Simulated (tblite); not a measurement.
**C6H7FOSi: geometry relaxation**

- system: C6H7FOSi
- method: GFN2-xTB geometry optimisation, gas phase (tblite 0.8.0)

It belongs to a series of runs on one base structure; here: H on Si replaced by propynyl.

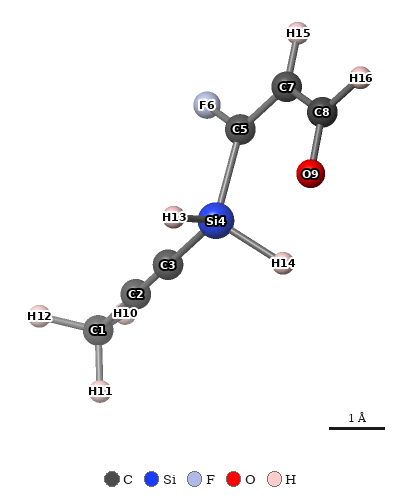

**Figure 1.** The starting structure (ball-and-stick view, seen at a tilt; atoms are numbered from 1 in the order of the input). Bond lengths as drawn: C–C 1.22 to 1.48 Å, C–F 1.38 Å, C–H 1.08 to 1.13 Å, C–O 1.25 Å, C–Si 1.82 to 1.83 Å and H–Si 1.44 to 1.48 Å.

Results in brief

```csv
quantity,value
outcome,converged
total energy,−730.1791 eV
hardware,"1 CPU thread, shared host"
wall time,0.89 s
peak memory,0.18 GiB
```

Input
```
{"job": {"kind": "relax", "xc": "GFN2-xTB", "basis": "xTB"}, "charge": 0, "multiplicity": 1}
C     -3.872500     0.133200    -0.431700
C     -2.485700     0.259200     0.015500
C     -1.329700     0.352600     0.404800
Si     0.390000     0.490100     0.979400
C      1.434700    -0.286300    -0.310800
F      0.840300    -0.546300    -1.534200
C      2.711400    -0.580200    -0.125500
C      3.355000    -0.303000     1.175300
O      2.741700     0.209400     2.136700
H     -3.978100    -0.855400    -0.933300
H     -4.596300     0.208600     0.428300
H     -4.130300     0.981300    -1.103000
H      0.794900     1.853400     1.231100
H      0.466500    -0.321700     2.209600
H      3.261700    -1.029400    -0.947000
H      4.388900    -0.556500     1.328500
```

The first line tells a small driver script what to run in tblite; the rest is the geometry in Å.

Launched with:
```bash
OMP_NUM_THREADS=1 python <driver script> task.json out
```

Output
```
step      E/eV     max force
  0    -729.76278    2.681
  1    -729.86362    4.819
  2    -729.98139    2.439
  3    -730.02303    1.982
  4    -730.07077    0.619
  5    -730.10021    0.577
  6    -730.12135    0.523
  7    -730.13258    0.268
  8    -730.13826    0.228
  9    -730.14305    0.201
 10    -730.14683    0.205
 11    -730.15039    0.142
 12    -730.15335    0.171
 13    -730.15532    0.127
 14    -730.15648    0.082
 15    -730.15736    0.076
 16    -730.15824    0.100
 17    -730.15910    0.098
 18    -730.15983    0.083
 19    -730.16050    0.058
 20    -730.16120    0.074
 21    -730.16197    0.072
 22    -730.16279    0.071
 23    -730.16357    0.066
 24    -730.16427    0.067
 25    -730.16487    0.064
 26    -730.16543    0.058
 27    -730.16598    0.059
 28    -730.16654    0.076
 29    -730.16702    0.076
 30    -730.16737    0.048
 31    -730.16763    0.040
 32    -730.16787    0.041
 33    -730.16815    0.060
 34    -730.16845    0.061
 35    -730.16874    0.049
 36    -730.16906    0.068
 37    -730.16949    0.073
 38    -730.17014    0.095
 39    -730.17098    0.106
 40    -730.17172    0.075
 41    -730.17224    0.053
 42    -730.17265    0.044
 43    -730.17307    0.070
 44    -730.17367    0.087
 45    -730.17436    0.079
 46    -730.17499    0.051
 47    -730.17541    0.041
 48    -730.17568    0.041
 49    -730.17597    0.049
 50    -730.17636    0.056
 51    -730.17680    0.052
 52    -730.17715    0.038
 53    -730.17739    0.035
 54    -730.17763    0.033
 55    -730.17790    0.038
 56    -730.17816    0.039
 57    -730.17834    0.028
 58    -730.17845    0.023
 59    -730.17854    0.024
 60    -730.17864    0.022
 61    -730.17874    0.021
 62    -730.17881    0.020
 63    -730.17886    0.017
 64    -730.17891    0.013
 65    -730.17897    0.014
 66    -730.17901    0.014
 67    -730.17903    0.011
 68    -730.17906    0.011
 69    -730.17908    0.010
 70    -730.17910    0.013
 71    -730.17912    0.011
 72    -730.17913    0.007
```

Trajectory as extended XYZ (Å, eV, eV/Å), 14 of the 73 frames kept, from step=0 to step=72
```
16
Properties=species:S:1:pos:R:3:forces:R:3 step=0 energy=-729.76278
C    -3.8725    0.1332   -0.4317   -0.1610   0.1360   0.3480
C    -2.4857    0.2592    0.0155    0.8980   0.1650   0.4700
C    -1.3297    0.3526    0.4048   -2.3370  -0.0970  -0.9440
Si    0.3900    0.4901    0.9794   -0.5030   0.1820   2.0640
C     1.4347   -0.2863   -0.3108   -0.5670  -0.3210  -1.7240
F     0.8403   -0.5463   -1.5342    0.8120   0.1220   1.1170
C     2.7114   -0.5802   -0.1255    1.3530  -0.2040   0.3530
C     3.3550   -0.3030    1.1753   -2.3010   0.9310   1.0130
O     2.7417    0.2094    2.1367    1.0570  -0.7860  -2.1900
H    -3.9781   -0.8554   -0.9333   -0.1300   0.8070   0.2380
H    -4.5963    0.2086    0.4283    0.8090  -0.2670  -0.6520
H    -4.1303    0.9813   -1.1030    0.2580  -0.6990   0.1670
H     0.7949    1.8534    1.2311    0.1250   0.3400  -0.1020
H     0.4665   -0.3217    2.2096   -0.1890  -0.0210  -0.2060
H     3.2617   -1.0294   -0.9470    0.2880   0.0200   0.3230
H     4.3889   -0.5565    1.3285    0.5890  -0.3090  -0.2750
16
Properties=species:S:1:pos:R:3:forces:R:3 step=6 energy=-730.12135
C    -3.8703    0.1408   -0.4242   -0.0580  -0.0040  -0.0150
C    -2.5099    0.2684    0.0270    0.1060   0.0340   0.0360
C    -1.3632    0.3637    0.3845    0.1390   0.1000   0.0870
Si    0.3514    0.4973    1.0612    0.1260  -0.0140   0.0930
C     1.4342   -0.2770   -0.3104    0.2740  -0.1010   0.0200
F     0.8872   -0.5509   -1.5025   -0.0240   0.0380   0.0730
C     2.7325   -0.5843   -0.1314   -0.1740   0.0490  -0.0080
C     3.3247   -0.3022    1.1548    0.2320  -0.1470  -0.4450
O     2.7306    0.2216    2.0672   -0.2820   0.3380   0.2520
H    -3.9966   -0.8108   -0.9280   -0.0550  -0.1630  -0.1190
H    -4.5551    0.1866    0.4165   -0.0700  -0.0010   0.1610
H    -4.1136    0.9437   -1.1113   -0.0240   0.1250  -0.1440
H     0.8001    1.8816    1.2202   -0.0810  -0.0480  -0.0310
H     0.4384   -0.3553    2.2356   -0.1940  -0.1030   0.0860
H     3.3163   -1.0358   -0.9194    0.1100  -0.0110   0.0550
H     4.3857   -0.5787    1.2839   -0.0240  -0.0920  -0.1000
16
Properties=species:S:1:pos:R:3:forces:R:3 step=11 energy=-730.15039
C    -3.8701    0.1404   -0.4270    0.1200   0.0170   0.0230
C    -2.4976    0.2743    0.0296    0.0080  -0.0150  -0.0280
C    -1.3526    0.3863    0.3982   -0.0340  -0.0030   0.0130
Si    0.3733    0.4833    1.0859   -0.1340  -0.0210  -0.0430
C     1.4458   -0.2856   -0.3048   -0.0830  -0.0020   0.0040
F     0.8809   -0.5443   -1.4879   -0.0500  -0.0100  -0.0030
C     2.7414   -0.5876   -0.1391    0.0320  -0.0160  -0.0380
C     3.3255   -0.2906    1.1382   -0.0250   0.0040   0.0210
O     2.7204    0.2591    2.0391    0.0620   0.0440  -0.0810
H    -4.0061   -0.8165   -0.9387    0.0480   0.1020   0.0700
H    -4.5513    0.1847    0.4276    0.0850   0.0110  -0.1070
H    -4.1132    0.9473   -1.1235    0.0230  -0.0730   0.0930
H     0.7839    1.8791    1.2141   -0.0120  -0.0180   0.0180
H     0.3889   -0.3830    2.2574   -0.0580  -0.0450   0.0200
H     3.3462   -1.0400   -0.9089    0.0300  -0.0170  -0.0520
H     4.3769   -0.5977    1.2633   -0.0140   0.0410   0.0890
16
Properties=species:S:1:pos:R:3:forces:R:3 step=17 energy=-730.15910
C    -3.8541    0.1440   -0.4268   -0.0210   0.0010  -0.0100
C    -2.4869    0.2745    0.0252   -0.0190   0.0150  -0.0020
C    -1.3488    0.3913    0.4065   -0.0020  -0.0210  -0.0200
Si    0.3676    0.4719    1.0936    0.0890  -0.0380   0.0040
C     1.4402   -0.2956   -0.3032   -0.0100  -0.0160  -0.0100
F     0.8627   -0.5474   -1.4819   -0.0160  -0.0260   0.0100
C     2.7405   -0.5928   -0.1497    0.0280  -0.0090   0.0270
C     3.3242   -0.2848    1.1273   -0.0360   0.0650   0.0640
O     2.7211    0.2905    2.0140   -0.0330  -0.0140  -0.0460
H    -3.9903   -0.8118   -0.9336    0.0180   0.0160  -0.0030
H    -4.5337    0.1891    0.4250    0.0220   0.0030   0.0010
H    -4.1040    0.9492   -1.1179    0.0250  -0.0060   0.0000
H     0.7721    1.8667    1.2197    0.0080   0.0330   0.0300
H     0.3564   -0.4016    2.2623    0.0230  -0.0210   0.0020
H     3.3538   -1.0415   -0.9180   -0.0560   0.0070  -0.0170
H     4.3716   -0.5928    1.2811   -0.0190   0.0120  -0.0300
16
Properties=species:S:1:pos:R:3:forces:R:3 step=22 energy=-730.16279
C    -3.8449    0.1491   -0.4278    0.0370   0.0050   0.0070
C    -2.4794    0.2808    0.0257    0.0590  -0.0070   0.0080
C    -1.3388    0.3809    0.4037    0.0460   0.0130   0.0250
Si    0.3777    0.4630    1.0992   -0.0260   0.0300   0.0450
C     1.4346   -0.3062   -0.3022   -0.0170   0.0080   0.0030
F     0.8504   -0.5660   -1.4746   -0.0030  -0.0330   0.0010
C     2.7368   -0.5965   -0.1508   -0.0380   0.0220  -0.0380
C     3.3145   -0.2711    1.1240   -0.0120  -0.0270  -0.0650
O     2.6984    0.3095    1.9974   -0.0050   0.0010   0.0440
H    -3.9724   -0.8071   -0.9340   -0.0250  -0.0070  -0.0150
H    -4.5181    0.1929    0.4279   -0.0340   0.0060  -0.0170
H    -4.0892    0.9536   -1.1199   -0.0220   0.0120  -0.0080
H     0.7692    1.8644    1.2369   -0.0130  -0.0430   0.0050
H     0.3559   -0.4208    2.2625    0.0310   0.0020  -0.0200
H     3.3365   -1.0407   -0.9305    0.0420  -0.0260   0.0270
H     4.3612   -0.5769    1.2860   -0.0220   0.0450  -0.0020
16
Properties=species:S:1:pos:R:3:forces:R:3 step=28 energy=-730.16654
C    -3.8279    0.1554   -0.4304    0.0100   0.0010  -0.0020
C    -2.4607    0.2823    0.0261   -0.0220  -0.0030   0.0030
C    -1.3218    0.3781    0.4108   -0.0410   0.0120   0.0250
Si    0.3904    0.4556    1.1160   -0.0580   0.0000  -0.0490
C     1.4203   -0.3144   -0.3056    0.0270  -0.0150  -0.0100
F     0.8280   -0.5998   -1.4663   -0.0340  -0.0040   0.0080
C     2.7257   -0.5934   -0.1610    0.0140  -0.0100   0.0140
C     3.2968   -0.2550    1.1106    0.0210   0.0060   0.0100
O     2.6741    0.3195    1.9849   -0.0390   0.0110   0.0200
H    -3.9609   -0.8001   -0.9381    0.0030   0.0100  -0.0070
H    -4.5086    0.1998    0.4205    0.0190   0.0020  -0.0040
H    -4.0764    0.9606   -1.1215    0.0290   0.0000  -0.0010
H     0.7647    1.8571    1.2597    0.0120   0.0140   0.0070
H     0.3707   -0.4458    2.2622    0.0110  -0.0260   0.0260
H     3.3333   -1.0492   -0.9276    0.0080  -0.0060  -0.0030
H     4.3447   -0.5418    1.2832    0.0400   0.0090  -0.0370
16
Properties=species:S:1:pos:R:3:forces:R:3 step=33 energy=-730.16815
C    -3.8229    0.1578   -0.4342   -0.0200   0.0010  -0.0080
C    -2.4595    0.2809    0.0274   -0.0100   0.0000   0.0060
C    -1.3255    0.3819    0.4229   -0.0060  -0.0030   0.0090
Si    0.3877    0.4512    1.1184    0.0480  -0.0190   0.0200
C     1.4165   -0.3204   -0.3069   -0.0200  -0.0090   0.0240
F     0.8118   -0.6161   -1.4591    0.0230  -0.0030   0.0170
C     2.7234   -0.5948   -0.1632   -0.0040  -0.0070   0.0060
C     3.2928   -0.2458    1.1071   -0.0010   0.0090  -0.0020
O     2.6623    0.3210    1.9820    0.0540  -0.0170  -0.0210
H    -3.9568   -0.7963   -0.9439   -0.0060   0.0090  -0.0080
H    -4.5024    0.2037    0.4171   -0.0160   0.0010  -0.0130
H    -4.0631    0.9662   -1.1243    0.0020   0.0000  -0.0060
H     0.7648    1.8527    1.2699    0.0000  -0.0100  -0.0040
H     0.3803   -0.4587    2.2622   -0.0150   0.0060  -0.0180
H     3.3365   -1.0548   -0.9240   -0.0230   0.0100   0.0010
H     4.3467   -0.5196    1.2721   -0.0070   0.0310  -0.0020
16
Properties=species:S:1:pos:R:3:forces:R:3 step=39 energy=-730.17098
C    -3.8155    0.1679   -0.4458    0.0160   0.0080   0.0030
C    -2.4583    0.2792    0.0397    0.0150   0.0010   0.0060
C    -1.3327    0.3830    0.4586    0.0240  -0.0270  -0.0280
Si    0.3922    0.4339    1.1360   -0.0890   0.0240   0.0520
C     1.4016   -0.3477   -0.2903    0.0170   0.0140  -0.0130
F     0.7897   -0.6600   -1.4323   -0.0250  -0.0260  -0.0260
C     2.7132   -0.6043   -0.1614    0.0100   0.0150  -0.0070
C     3.2966   -0.2224    1.0905    0.0290   0.0030   0.0150
O     2.6649    0.3284    1.9736   -0.0350   0.0410   0.0520
H    -3.9525   -0.7796   -0.9656    0.0190  -0.0220   0.0010
H    -4.5079    0.2143    0.3941   -0.0350   0.0140  -0.0090
H    -4.0333    0.9806   -1.1372   -0.0170   0.0300   0.0000
H     0.7676    1.8362    1.2895    0.0040  -0.0270  -0.0090
H     0.3840   -0.4961    2.2610   -0.0040  -0.0040   0.0380
H     3.3202   -1.0600   -0.9268    0.0180  -0.0250  -0.0400
H     4.3625   -0.4449    1.2400    0.0550  -0.0200  -0.0330
16
Properties=species:S:1:pos:R:3:forces:R:3 step=44 energy=-730.17367
C    -3.8160    0.1757   -0.4542   -0.0040   0.0090   0.0010
C    -2.4640    0.2783    0.0489   -0.0190   0.0130  -0.0040
C    -1.3384    0.3746    0.4701   -0.0140  -0.0230  -0.0150
Si    0.3817    0.4219    1.1548    0.0330  -0.0470  -0.0650
C     1.3960   -0.3590   -0.2784    0.0020  -0.0100   0.0120
F     0.7793   -0.6884   -1.4159    0.0050   0.0040   0.0480
C     2.7118   -0.6049   -0.1593   -0.0080   0.0200   0.0030
C     3.3086   -0.2066    1.0848    0.0030   0.0040  -0.0370
O     2.6795    0.3337    1.9775    0.0390  -0.0270  -0.0270
H    -3.9468   -0.7719   -0.9780    0.0060   0.0280   0.0040
H    -4.5257    0.2241    0.3725    0.0140  -0.0030  -0.0090
H    -4.0218    0.9947   -1.1439    0.0050  -0.0190   0.0000
H     0.7717    1.8206    1.2944   -0.0120  -0.0020   0.0160
H     0.3801   -0.5147    2.2750    0.0050   0.0200   0.0330
H     3.3105   -1.0642   -0.9332   -0.0110   0.0300   0.0450
H     4.3858   -0.4049    1.2086   -0.0440   0.0030  -0.0050
16
Properties=species:S:1:pos:R:3:forces:R:3 step=50 energy=-730.17636
C    -3.8079    0.1966   -0.4700   -0.0220  -0.0050  -0.0210
C    -2.4681    0.2833    0.0636    0.0040  -0.0080  -0.0170
C    -1.3443    0.3495    0.4943   -0.0060  -0.0090   0.0060
Si    0.3749    0.3854    1.1789    0.0250   0.0080   0.0450
C     1.3799   -0.3935   -0.2541   -0.0200  -0.0050   0.0010
F     0.7444   -0.7575   -1.3690   -0.0020  -0.0230  -0.0150
C     2.7026   -0.6019   -0.1611    0.0060  -0.0160  -0.0170
C     3.3198   -0.1689    1.0587   -0.0250  -0.0040   0.0330
O     2.6956    0.3431    1.9705    0.0070   0.0080   0.0110
H    -3.9301   -0.7451   -1.0044   -0.0060  -0.0170  -0.0080
H    -4.5400    0.2426    0.3358    0.0060   0.0120   0.0140
H    -3.9885    1.0181   -1.1624   -0.0060   0.0230  -0.0010
H     0.7668    1.7832    1.3251   -0.0220   0.0040   0.0080
H     0.3859   -0.5460    2.3045    0.0070   0.0290   0.0080
H     3.2953   -1.0637   -0.9347    0.0290   0.0130  -0.0460
H     4.4062   -0.3164    1.1481    0.0250  -0.0080  -0.0020
16
Properties=species:S:1:pos:R:3:forces:R:3 step=55 energy=-730.17790
C    -3.8103    0.2014   -0.4761    0.0240  -0.0010   0.0070
C    -2.4687    0.2832    0.0582    0.0170  -0.0170  -0.0090
C    -1.3457    0.3334    0.4943   -0.0060   0.0080   0.0110
Si    0.3735    0.3784    1.1856   -0.0340   0.0040  -0.0150
C     1.3772   -0.4055   -0.2495    0.0290   0.0000   0.0070
F     0.7392   -0.7743   -1.3625    0.0120  -0.0050   0.0180
C     2.7033   -0.6013   -0.1644    0.0030   0.0110   0.0110
C     3.3236   -0.1685    1.0566    0.0250  -0.0010  -0.0290
O     2.7057    0.3438    1.9718   -0.0140  -0.0120  -0.0110
H    -3.9323   -0.7409   -1.0103   -0.0200   0.0060  -0.0050
H    -4.5393    0.2483    0.3333    0.0100   0.0060  -0.0110
H    -3.9907    1.0252   -1.1667    0.0030  -0.0030   0.0120
H     0.7534    1.7792    1.3341   -0.0020   0.0000  -0.0090
H     0.3887   -0.5312    2.3265    0.0070  -0.0050   0.0120
H     3.3019   -1.0475   -0.9451   -0.0260   0.0130   0.0050
H     4.4129   -0.3147    1.1380   -0.0260  -0.0040   0.0030
16
Properties=species:S:1:pos:R:3:forces:R:3 step=61 energy=-730.17874
C    -3.8031    0.2099   -0.4862   -0.0090  -0.0050  -0.0040
C    -2.4649    0.2755    0.0563   -0.0140  -0.0030   0.0000
C    -1.3495    0.3213    0.5112    0.0100  -0.0080  -0.0010
Si    0.3688    0.3623    1.2010    0.0160  -0.0050  -0.0020
C     1.3709   -0.4242   -0.2345   -0.0160   0.0090  -0.0020
F     0.7266   -0.8143   -1.3362   -0.0120  -0.0040  -0.0030
C     2.7005   -0.5977   -0.1673    0.0020   0.0080  -0.0100
C     3.3285   -0.1512    1.0431   -0.0130  -0.0120   0.0120
O     2.7087    0.3467    1.9652    0.0110   0.0110   0.0130
H    -3.9345   -0.7275   -1.0264   -0.0100   0.0010  -0.0080
H    -4.5369    0.2610    0.3181    0.0060   0.0000   0.0080
H    -3.9732    1.0398   -1.1720    0.0150   0.0030   0.0000
H     0.7439    1.7644    1.3470    0.0060   0.0110  -0.0110
H     0.3957   -0.5404    2.3469   -0.0020  -0.0080   0.0060
H     3.2912   -1.0381   -0.9561    0.0020   0.0000  -0.0040
H     4.4196   -0.2785    1.1134    0.0090   0.0030   0.0060
16
Properties=species:S:1:pos:R:3:forces:R:3 step=66 energy=-730.17901
C    -3.8035    0.2089   -0.4868    0.0030   0.0000   0.0010
C    -2.4645    0.2701    0.0548    0.0050  -0.0070   0.0020
C    -1.3492    0.3177    0.5105    0.0000  -0.0100   0.0000
Si    0.3691    0.3623    1.2016   -0.0030   0.0040   0.0040
C     1.3702   -0.4227   -0.2346    0.0010  -0.0010   0.0020
F     0.7249   -0.8155   -1.3349   -0.0020   0.0050   0.0010
C     2.7005   -0.5930   -0.1686   -0.0030  -0.0120   0.0070
C     3.3287   -0.1527    1.0446    0.0000   0.0130  -0.0040
O     2.7113    0.3465    1.9676   -0.0050  -0.0020  -0.0020
H    -3.9417   -0.7262   -1.0296    0.0010   0.0000   0.0010
H    -4.5339    0.2617    0.3206   -0.0040   0.0030  -0.0040
H    -3.9692    1.0410   -1.1709    0.0020   0.0040   0.0050
H     0.7434    1.7660    1.3410    0.0030  -0.0030  -0.0060
H     0.3965   -0.5382    2.3503    0.0000   0.0030  -0.0080
H     3.2899   -1.0341   -0.9582    0.0050   0.0070   0.0040
H     4.4199   -0.2829    1.1161   -0.0030  -0.0060  -0.0030
16
Properties=species:S:1:pos:R:3:forces:R:3 step=72 energy=-730.17913
C    -3.8024    0.2095   -0.4876    0.0010   0.0010   0.0020
C    -2.4636    0.2651    0.0553    0.0010   0.0000   0.0040
C    -1.3489    0.3113    0.5122   -0.0020  -0.0020   0.0020
Si    0.3691    0.3612    1.2034   -0.0030  -0.0010   0.0000
C     1.3686   -0.4246   -0.2327    0.0040  -0.0050  -0.0010
F     0.7214   -0.8184   -1.3314    0.0030   0.0020  -0.0040
C     2.6991   -0.5933   -0.1681    0.0020   0.0060  -0.0020
C     3.3281   -0.1501    1.0436    0.0010  -0.0060   0.0000
O     2.7113    0.3483    1.9675   -0.0030   0.0030  -0.0020
H    -3.9438   -0.7238   -1.0323    0.0000   0.0020  -0.0010
H    -4.5338    0.2643    0.3186   -0.0030  -0.0010   0.0000
H    -3.9637    1.0444   -1.1694    0.0020   0.0000  -0.0010
H     0.7439    1.7652    1.3378   -0.0020  -0.0020  -0.0020
H     0.3973   -0.5390    2.3518    0.0020   0.0020   0.0020
H     3.2905   -1.0301   -0.9586   -0.0010  -0.0030   0.0010
H     4.4193   -0.2810    1.1133   -0.0020   0.0030   0.0010
```

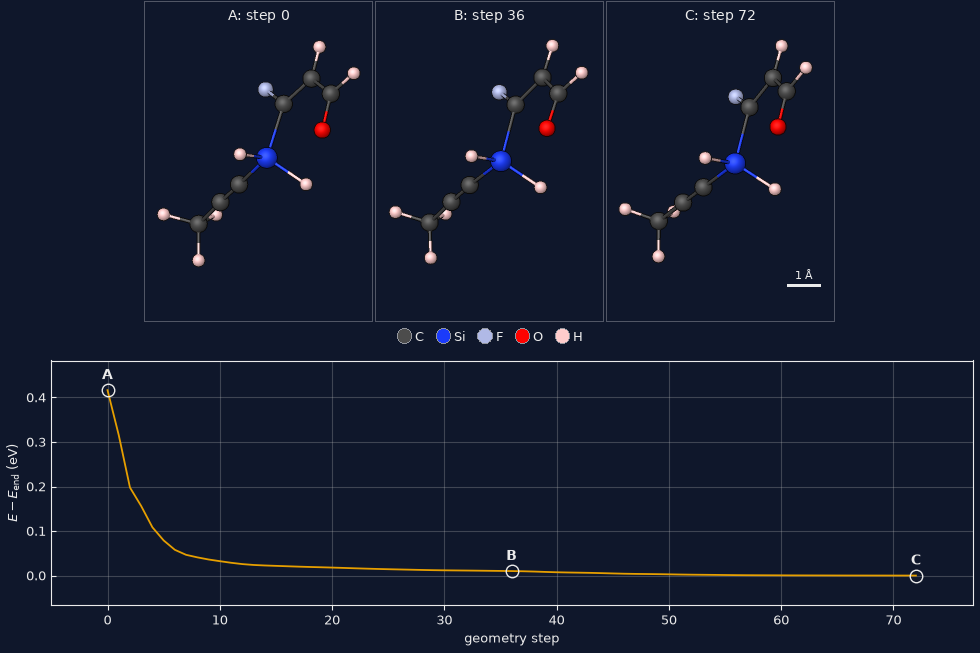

**Figure 2.** Frames of the relaxation (ball-and-stick view, seen at a tilt) above the curves, on which the letters mark them (steps are counted from 0).

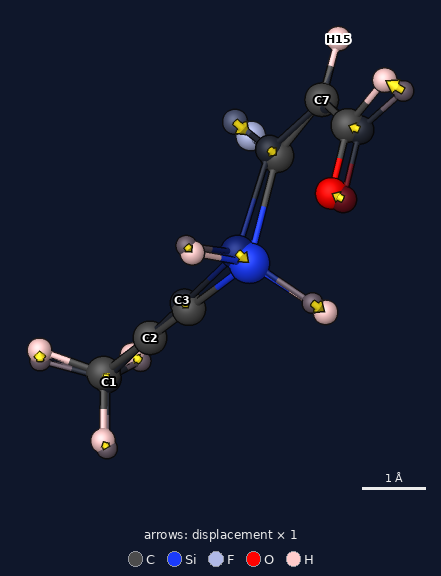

**Figure 3.** Start (faint) and end (solid) with the displacements as yellow arrows, at true length (ball-and-stick view, seen at a tilt). The two geometries are laid on each other by the best rigid fit. The energy falls by 0.416 eV in 72 geometry steps. The largest force component goes from 2.3 to 0.006 eV/Å. The atom that moves furthest after the best rigid fit is F6 (0.36 Å). By element the largest moves are F 0.36 Å, H 0.35 Å, Si 0.26 Å, O 0.22 Å, C 0.20 Å. Among the contacts that change: Si4–C5 1.833 → 1.918 Å, C5–F6 1.385 → 1.335 Å, C7–C8 1.478 → 1.435 Å, C1–H11 1.127 → 1.090 Å. Among the angles that change: H13–Si4–H14 111.1° → 121.1°, C3–Si4–H13 113.1° → 107.4°, C5–C7–H15 118.4° → 123.9°. (Atoms are counted from 1 in the order of the input.)
